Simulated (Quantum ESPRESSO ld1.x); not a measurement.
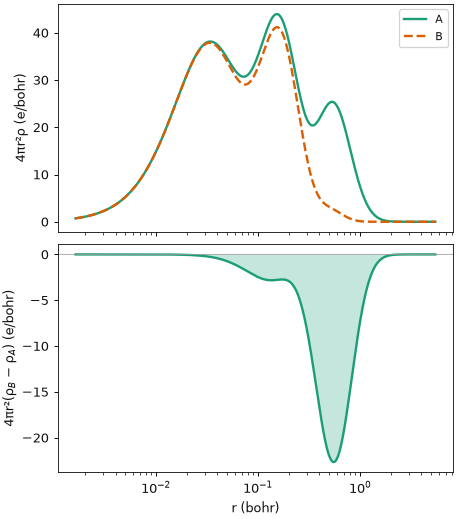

Two charge states of gallium were computed: Ga²⁰⁺ in [Ne] 3s1; Ga⁶⁺ in [Ar] 3d7 (3d3/2: 4, 3d5/2: 3). Method: Dirac Kohn-Sham, PW91, spin-unpolarised, spherical densities, point nucleus; computed with Quantum ESPRESSO ld1.x 7.5.

The plot shows both radial densities and the radial density of run B less that of run A; on the logarithmic r axis, areas aren't charges.

Assign A and B and describe the change of the density.

Answer. A is Ga⁶⁺ in [Ar] 3d7 (3d3/2: 4, 3d5/2: 3); B is Ga²⁰⁺ in [Ne] 3s1. B holds hardly more charge than A anywhere and 14 electrons fewer where it is negative (most at r = 0.55 bohr), a net change of −14. The energy of B less that of A is 5939 eV.
